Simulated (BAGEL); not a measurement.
# SiH2O2 (SMILES O[Si]O) at RI-MP2/aug-cc-pVDZ (density fitting with qzvpp-jkfit)

What is the energy change on altering one bond length of SiH2O2 at RI-MP2/aug-cc-pVDZ (density fitting with qzvpp-jkfit)? 

Program for the calculation: BAGEL 1.2.2.

1 further run of the same task is left out (set aside as unsound or not needed). Runs told in other sessions of the task aren't counted.

## 1. The system as given

The species is SiH2O2 (5 atoms), meant as a singlet with charge 0. SMILES: `O[Si]O`. Geometry: relaxed at PBE0-D4/def2-TZVP. This is one conformer, not always the lowest.

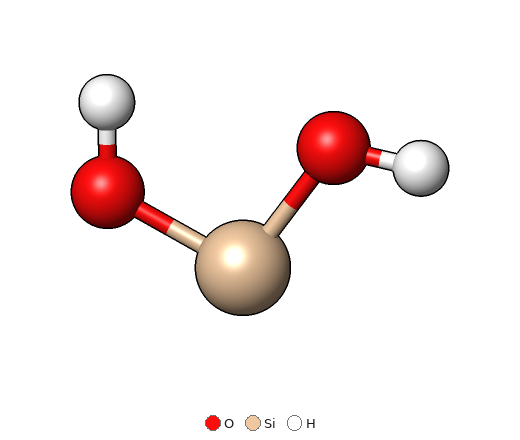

Viewed from a chosen angle; oxygen red, silicon light orange, hydrogen white.

## 2. A single-point energy at RI-MP2/aug-cc-pVDZ (density fitting with qzvpp-jkfit)

The input, calc.json:

```json
{ "bagel": [

{
  "title": "molecule",
  "basis": "aug-cc-pvdz.json",
  "df_basis": "qzvpp-jkfit",
  "angstrom": true,
  "geometry": [
    { "atom": "O", "xyz": [   -1.443200,   -0.105600,   -0.275000 ] },
    { "atom": "Si", "xyz": [   -0.212000,   -0.791300,    0.567700 ] },
    { "atom": "O", "xyz": [    1.036000,    0.187500,    0.068600 ] },
    { "atom": "H", "xyz": [   -1.231900,    0.648900,   -0.836100 ] },
    { "atom": "H", "xyz": [    1.901100,   -0.013100,    0.433400 ] }
  ]
},
{
  "title": "hf"
},
{
  "title": "mp2",
  "ncore": 7
}

]}
```

The basis set aug-cc-pVDZ is read from a file made from the Basis Set Exchange's data (not shown).

The run is started by

```sh
$ BAGEL_NUM_THREADS=1 BAGEL calc.json > calc.out
```

Output:

```text
* using 1 threads per process

  ===============================================================
  ===============================================================

  *** Geometry ***

  { "atom" : "O", "xyz" : [     -2.727253,     -0.199555,     -0.519675 ] },
  { "atom" : "Si", "xyz" : [     -0.400622,     -1.495340,      1.072798 ] },
  { "atom" : "O", "xyz" : [      1.957756,      0.354324,      0.129635 ] },
  { "atom" : "H", "xyz" : [     -2.327954,      1.226243,     -1.580000 ] },
  { "atom" : "H", "xyz" : [      3.592558,     -0.024755,      0.819007 ] },

  Number of auxiliary basis functions:      318

  Since a DF basis is specified, we compute 2- and 3-index integrals:
    o Being stored without compression. Storage requirement is 0.021 GB

  Number of basis functions:       91
  Number of electrons      :       32

    * METHOD: MOLECULE                             0.09

  *** RHF ***

  === Nuclear Repulsion ===
   103.6462536274

      * DIIS with orbital gradients will be used.

  === RHF iteration (aug-cc-pvdz.json) ===
      0       -439.53371883          0.02472523           0.03
      1       -439.71380146          0.02164466           0.03
      2       -439.90574319          0.00226008           0.03
      3       -439.90895444          0.00046531           0.03
      4       -439.90908298          0.00019138           0.03
      5       -439.90910657          0.00005197           0.03
      6       -439.90910854          0.00001371           0.03
      7       -439.90910870          0.00000394           0.03
      8       -439.90910872          0.00000193           0.03
      9       -439.90910872          0.00000071           0.03
     10       -439.90910872          0.00000025           0.03
     11       -439.90910872          0.00000012           0.03
     12       -439.90910872          0.00000004           0.03
     13       -439.90910872          0.00000001           0.03
    * SCF iteration converged.

    * Permanent dipole moment:
           (   -0.686654,    -0.245347,     0.037959) a.u.

    * METHOD: HF                                   0.45

  *** RHF ***

  === Nuclear Repulsion ===
   103.6462536274

      * DIIS with orbital gradients will be used.

  === RHF iteration (aug-cc-pvdz.json) ===
      0       -439.90910872          0.00000000           0.03
    * SCF iteration converged.

    * Permanent dipole moment:
           (   -0.686654,    -0.245347,     0.037959) a.u.

  === DF-MP2 calculation ===

    * freezing 7 orbitals
    * 3-index integral transformation done
    * assembly done

      MP2 correlation energy:   -0.4924305252      0.02

      MP2 total energy:       -440.4015392450

    * METHOD: MP2                                  0.08

  ===============================================================
```

It took 0.75 s on 1 thread of Arm Neoverse V2, shared host.

## 3. The distorted shape, same level

The input, calc.json:

```json
{ "bagel" : [

{
  "title" : "molecule",
  "basis" : "aug-cc-pvdz.json",
  "df_basis" : "qzvpp-jkfit",
  "angstrom" : true,
  "geometry" : [
    { "atom" : "O", "xyz" : [   -1.875757,   -0.005298,   -0.457403 ] },
    { "atom" : "Si", "xyz" : [   -0.644557,   -0.690998,    0.385297 ] },
    { "atom" : "O", "xyz" : [    0.603443,    0.287802,   -0.113803 ] },
    { "atom" : "H", "xyz" : [   -1.664457,    0.749202,   -1.018503 ] },
    { "atom" : "H", "xyz" : [    1.901100,   -0.013100,    0.433400 ] }
  ]
},
{ "title" : "hf" },
{ "title" : "mp2", "ncore" : 7 }

]}
```

The basis set aug-cc-pVDZ is read from a file made from the Basis Set Exchange's data (not shown).

The run is started by

```sh
$ BAGEL_NUM_THREADS=1 BAGEL calc.json > calc.out
```

Output:

```text
* using 1 threads per process

  ===============================================================
  ===============================================================

  *** Geometry ***

  { "atom" : "O", "xyz" : [     -3.544667,     -0.010012,     -0.864366 ] },
  { "atom" : "Si", "xyz" : [     -1.218036,     -1.305797,      0.728106 ] },
  { "atom" : "O", "xyz" : [      1.140342,      0.543867,     -0.215057 ] },
  { "atom" : "H", "xyz" : [     -3.145368,      1.415787,     -1.924692 ] },
  { "atom" : "H", "xyz" : [      3.592558,     -0.024755,      0.819007 ] },

  Number of auxiliary basis functions:      318

  Since a DF basis is specified, we compute 2- and 3-index integrals:
    o Being stored without compression. Storage requirement is 0.021 GB

  Number of basis functions:       91
  Number of electrons      :       32

    * METHOD: MOLECULE                             0.09

  *** RHF ***

  === Nuclear Repulsion ===
   101.5382642932

      * DIIS with orbital gradients will be used.

  === RHF iteration (aug-cc-pvdz.json) ===
      0       -439.38533000          0.02552655           0.03
      1       -439.49171476          0.02692377           0.03
      2       -439.79359957          0.00309474           0.03
      3       -439.79904189          0.00173727           0.03
      4       -439.80095648          0.00047997           0.03
      5       -439.80123791          0.00016756           0.03
      6       -439.80128800          0.00008203           0.03
      7       -439.80130190          0.00003197           0.03
      8       -439.80130386          0.00001660           0.03
      9       -439.80130411          0.00000631           0.03
     10       -439.80130417          0.00000293           0.03
     11       -439.80130417          0.00000118           0.03
     12       -439.80130418          0.00000028           0.03
     13       -439.80130418          0.00000010           0.03
     14       -439.80130418          0.00000004           0.03
     15       -439.80130418          0.00000002           0.03
     16       -439.80130418          0.00000001           0.03
    * SCF iteration converged.

    * Permanent dipole moment:
           (   -0.946561,    -0.233991,    -0.032098) a.u.

    * METHOD: HF                                   0.54

  *** RHF ***

  === Nuclear Repulsion ===
   101.5382642932

      * DIIS with orbital gradients will be used.

  === RHF iteration (aug-cc-pvdz.json) ===
      0       -439.80130418          0.00000000           0.03
    * SCF iteration converged.

    * Permanent dipole moment:
           (   -0.946561,    -0.233991,    -0.032098) a.u.

  === DF-MP2 calculation ===

    * freezing 7 orbitals
    * 3-index integral transformation done
    * assembly done

      MP2 correlation energy:   -0.5154603308      0.02

      MP2 total energy:       -440.3167645060

    * METHOD: MP2                                  0.08

  ===============================================================
```

Wall time 0.85 s (1 thread of Arm Neoverse V2, shared host).

## 4. Outcome

Level: RI-MP2/aug-cc-pVDZ (density fitting with qzvpp-jkfit), 7 core orbitals frozen.

```
                                                         quantity          value
                                        first shape: total energy  -440.40154 Eh
         first shape: correlation energy (7 core orbitals frozen)     -492.4 mEh
                                    distorted shape: total energy  -440.31676 Eh
     distorted shape: correlation energy (7 core orbitals frozen)     -515.5 mEh
energy change with the O3–H5 bond stretched from 0.960 to 1.440 Å       2.307 eV
```

One bond (distorted shape) is far stretched, which a spin-restricted single reference describes badly; perturbation theory on it can break down and give far too much correlation. With the O3–H5 bond stretched from 0.960 to 1.440 Å the energy rises by 2.31 eV (223 kJ/mol). The first shape isn't relaxed at this level, so the change isn't measured from a minimum. A restricted reference can't describe the breaking bond well at this length.
